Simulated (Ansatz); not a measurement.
# A hypothetical structure for YGa2Cu2C, part 2 of 2

Starting from a made-up structure for YGa2Cu2C, the aim is the relaxed cell, its shortest contacts and, where a second run follows, its electronic structure.

Ansatz 0.2.0; DFT, PBEsol, plane-wave PAW, files of the set soft_1, scalar-relativistic, ferromagnetic start, cell and ions relaxed at zero pressure; PAW set soft_1 (the session's first sound run).

So far: The starting structure; Relaxation of the guess. The relaxed cell has a = 3.571, c = 14.325 Å (conventional setting).

## 3. Bands of the relaxed cell

A second self-consistent run takes a narrower smearing and the mesh shown in its input; the bands follow along the standard path of the relaxed lattice.

This step: DFT, PBEsol, plane-wave PAW, files of the set soft_1, scalar-relativistic, no spin, bands and density of states at the relaxed cell; PAW set soft_1 (Ansatz 0.2.0).

input.yaml

```yaml
crystal:
  lattice:
    - [-1.7856362525, 1.7856362525, 7.1623859215]
    - [1.7856362525, -1.7856362525, 7.1623859215]
    - [1.7856362525, 1.7856362525, -7.1623859215]
  atoms:
    - { symbol: "Y", position: [0.5, 0.5, 0.0] }
    - { symbol: Ga, position: [0.8663109011, 0.8663109011, 0.0] }
    - { symbol: Ga, position: [0.1336890989, 0.1336890989, 0.0] }
    - { symbol: Cu, position: [0.25, 0.75, 0.5] }
    - { symbol: Cu, position: [0.75, 0.25, 0.5] }
    - { symbol: C, position: [0.0, 0.0, 0.0] }
kpoints:
  mp_grid: { grid: [12, 12, 12] }
  band_path:
    path:
      - [[0.0, 0.0, 0.0], [-0.5, 0.5, 0.0], [-0.5, 0.5, -0.03107711], [-0.26553855, 0.26553855, -0.26553855], [0.0, 0.0, 0.0], [0.5, 0.5, -0.5], [0.26553855, 0.73446145, -0.73446145], [0.0, 0.5, -0.5], [-0.25, 0.75, -0.25], [0.03107711, 0.96892289, -0.5], [0.5, 0.5, -0.5]]
      - [[-0.5, 0.5, 0.0], [-0.25, 0.75, -0.25]]
    npoints: 7
scf:
  occupations: { method: fermi_dirac, width: 0.03 }
  n_extra_bands: 10
hamiltonian:
  xc: pbesol
  pseudopotentials: { kind: paw, azcp: { folder: soft_1 }, xc_functional: pbe }
output:
  forces: true
  stress: true
  write_bands: true
  dos: { projected: true }
  write_density: true
  write_potential: true
  elf: true
  volumetric_format: npy
```

The run is started by

```sh
ansatz run input.yaml --threads 4 --pin off --max-ram 10240MiB --backend cpu --events-out ev --progress --plain --runs-dir out
```

Numbers of over 12 decimals in the logs are rounded to 6 here.

Output:

```text
[...]
Crystal: 6 atoms, lattice volume = 91.349 Å³
Basis set: ecut = 420 eV, 1791 PW (Γ), FFT grids on a1−a2, a2, a1+a3, exchange–correlation on 72×108×48 points (8 copies of the dense FFT grid, shifted against one another)
Bands: 50, of which v1, the nominal top of the filled ones, is band 40 counted from 1 (39 counted from 0)
Symmetry: 16 space group operations
[...]
k-points: 163 of 1728
[...]
SCF iter   1: F=—  HF=-24720.598649 eV  |F-HF|=—  |Δ(HF+E_count)|=         —  Δρ=5.32e-1  dr2=3.11e2  ethr=3.10e-3  ⟨swp⟩=5.7  Hψ=27216  notcnv=0
[...]
SCF iter  13: F=-24706.648322 eV  HF=-24706.648322 eV  |F-HF|=6.58e-9  |Δ(HF+E_count)|=   1.07e-7  Δρ=3.58e-6  dr2=1.76e-8  ethr=1.27e-10  ⟨swp⟩=13.0  Hψ=56521  notcnv=0
SCF 1 converged in 13 iterations: F = -24706.648322 eV  dr2 = 1.76e-8
[...]
NSCF: frozen V_eff on 79 k-points
SCF converged after 13 iterations
Free energy (F): -24706.648322 eV
[...]
Internal energy: -24706.644921 eV  (E = F + TS)
E sigma→0 (E₀):  -24706.646621 eV
Entropy (-TS):   -0.003401 eV (-0.567 meV/atom)
Fermi energy:    12.472156 eV
[...]
--- Forces (eV/Å), atoms counted from 1 ---
  atom   1  Y     -0.00000000    -0.00000000     0.00000000
  atom   2  Ga    -0.00000000    -0.00000000     0.03933456
  atom   3  Ga     0.00000000     0.00000000    -0.03933456
  atom   4  Cu    -0.00000000    -0.00000000    -0.00000000
  atom   5  Cu     0.00000000    -0.00000000     0.00000000
  atom   6  C      0.00000000     0.00000000    -0.00000000
  max |Σ_I F_I| component: 6.94e-18 eV/Å
--- Stress (GPa, compression-positive) ---
       -0.089707      -0.000000       0.000000
       -0.000000      -0.089707      -0.000000
        0.000000      -0.000000       0.296823
  P = ⅓ Tr σ = 0.0391 GPa (0.391 kbar)
--- Band table (eV; the first three rows and the last of 163) ---
  k-point 0: bands = [... 36 lower, 11.6577, 11.6577, 12.2506, 12.9616, 13.2326, 13.2326, 16.3226, 16.5401, ... 6 higher]
  k-point 1: bands = [... 36 lower, 10.9452, 11.0698, 12.8172, 13.0677, 13.1072, 13.1242, 16.2067, 16.2403, ... 6 higher]
  k-point 2: bands = [... 36 lower, 10.5333, 10.9843, 12.1327, 12.5302, 13.3716, 14.4613, 15.6706, 15.7037, ... 6 higher]
  k-point 162: bands = [... 36 lower, 11.4491, 11.4491, 12.2908, 14.4606, 14.4606, 14.7259, 14.7259, 15.2959, ... 6 higher]
```

The job ended after 25 s (4 threads of Arm Neoverse V1, shared host; peak memory 0.82 GiB; 99 s of CPU time).

The column dr2 measures how far the density is from self-consistency, as an energy; F and HF (Harris–Foulkes) agree once it is small.

Numbers from this step:

| Property | Result |
| --- | --- |
| free energy | -24706.6483 eV |
| energy at zero smearing | -24706.6466 eV |
| smearing term TS | 0.003401 eV |
| Fermi energy | 12.47 eV |
| pressure | 0.03914 GPa |

bands.tsv at the labelled points (eV, zero at the Fermi level; the bands that come nearest the Fermi level along the path):

| point | band 37 | band 38 | band 39 | band 40 | band 41 | band 42 | band 43 | band 44 |
| --- | --- | --- | --- | --- | --- | --- | --- | --- |
| Γ | -0.81 | -0.81 | -0.22 | 0.49 | 0.76 | 0.76 | 3.85 | 4.07 |
| X | -2.41 | -2.20 | -2.09 | -1.35 | 0.15 | 1.05 | 1.56 | 2.01 |
| Y | -2.51 | -2.15 | -2.09 | -1.24 | 0.15 | 0.77 | 1.86 | 2.10 |
| S | -2.95 | -2.71 | -1.38 | -0.56 | 2.78 | 3.35 | 3.36 | 4.54 |
| Γ | -0.81 | -0.81 | -0.22 | 0.49 | 0.76 | 0.76 | 3.85 | 4.07 |
| Z | -1.02 | -1.02 | -0.18 | 1.99 | 1.99 | 2.25 | 2.25 | 2.82 |
| S1 | -2.95 | -2.71 | -1.38 | -0.56 | 2.78 | 3.35 | 3.36 | 4.54 |
| N | -2.92 | -2.72 | -1.44 | -0.46 | 2.97 | 3.18 | 3.36 | 3.90 |
| P | -2.64 | -2.49 | -1.57 | -1.57 | 0.43 | 0.43 | 1.89 | 2.71 |
| Y1 | -2.51 | -2.15 | -2.09 | -1.24 | 0.15 | 0.77 | 1.86 | 2.10 |
| Z | -1.02 | -1.02 | -0.18 | 1.99 | 1.99 | 2.25 | 2.25 | 2.82 |
| X | -2.41 | -2.20 | -2.09 | -1.35 | 0.15 | 1.05 | 1.56 | 2.01 |
| P | -2.64 | -2.49 | -1.57 | -1.57 | 0.43 | 0.43 | 1.89 | 2.71 |

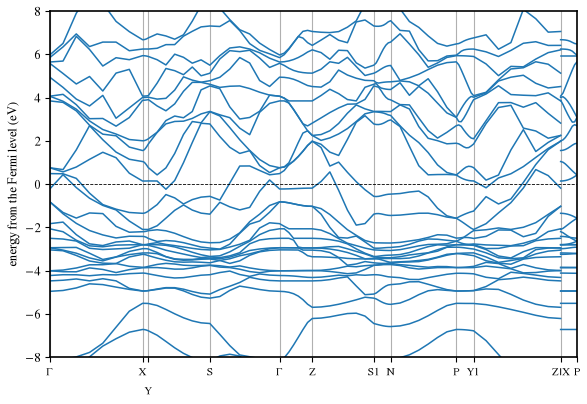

Bands along the path. 23 bands lie wholly below the window drawn.

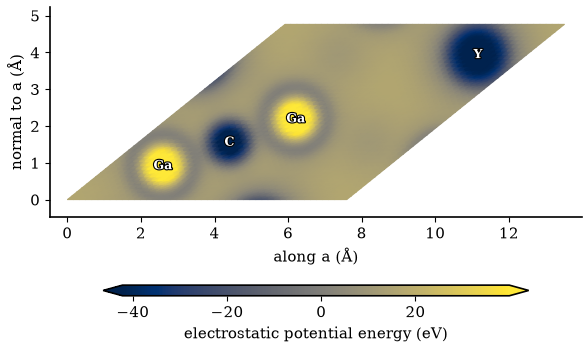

Electrostatic potential energy in the ab plane of the cell as run, not the conventional one, at fractional z = 0.000, with atoms of Y and Ga and C within 0.2 Å of it. With pseudopotentials it is smooth inside the atoms' cores, unlike the true potential. The map starts off the cell's origin, so that atoms lie inside it.

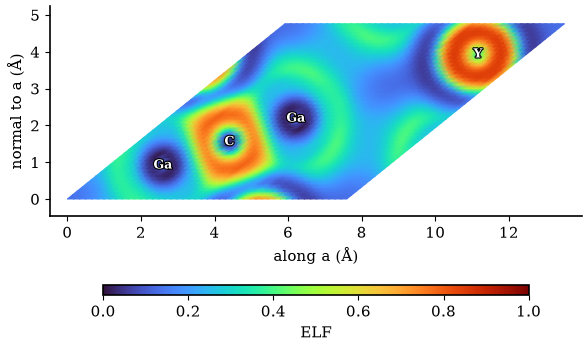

ELF in the ab plane of the cell as run, not the conventional one, at fractional z = 0.000, with atoms of Y and Ga and C within 0.2 Å of it. It is the smooth field of the valence electrons, not physical close to the nuclei. The map starts off the cell's origin, so that atoms lie inside it.

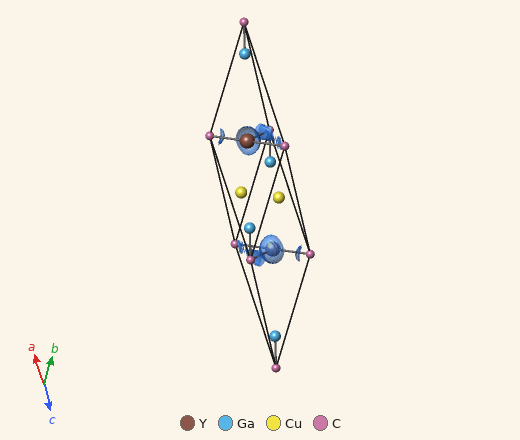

Surface of ELF = 0.78. Drawn on the cell as run, not the conventional one.

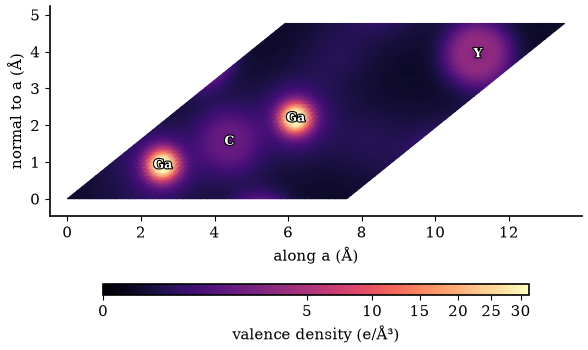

Valence density in the ab plane of the cell as run, not the conventional one, at fractional z = 0.000, with atoms of Y and Ga and C within 0.2 Å of it. It is the smooth field of the valence electrons, not physical close to the nuclei. The map starts off the cell's origin, so that atoms lie inside it. The colour scale is stretched toward low values.

## 4. Outcome

```yaml
space_group_relaxed: I4/mmm
conventional_cell: a = 3.571, b = 3.571, c = 14.325 Å; α = 90.0°, β = 90.0°, γ = 90.0°
volume_per_atom: 15.22 Å³ (guess 15.30)
total_moment: 0.00 μB in the cell of 6 atoms
```

What this shows: YGa2Cu2C relaxes to I4/mmm with a = 3.571, b = 3.571 and c = 14.325 Å. The guessed volume was near the relaxed one. The space group I4/mmm was held in the relaxation, so the end point is a stationary structure within it and may be a saddle against distortions or other arrangements. The moments died out from this one start and weren't seeded again at the relaxed cell. Bands cross the Fermi level, so it is a metal or semimetal at this level. The electron count is odd, which forces that without spin polarisation or a larger cell. On the 12×12×12 mesh with the narrower smearing (relaxed on 9×9×9) the largest force component is 0.039 eV/Å and the largest stress component is 0.297 GPa, against the relaxation's thresholds of 0.015 eV/Å and 0.05 GPa. The cutoff wasn't tested. A vector of the cell changed its length by 18 %, more than the volume shows. No dispersion term is used, so weakly bound directions may come out too long. Nothing here tests whether the compound is stable against decomposition.

[Logs are printed without paths, hosts, clocks, repeated set-up lines and the standing remarks that a program may print on its own settings, such as how far it seeks lower states.]

[Hosts, paths, dates, database ids (printed as entryN), source tags and the programs' standing remarks are cut or masked in the printed files.]
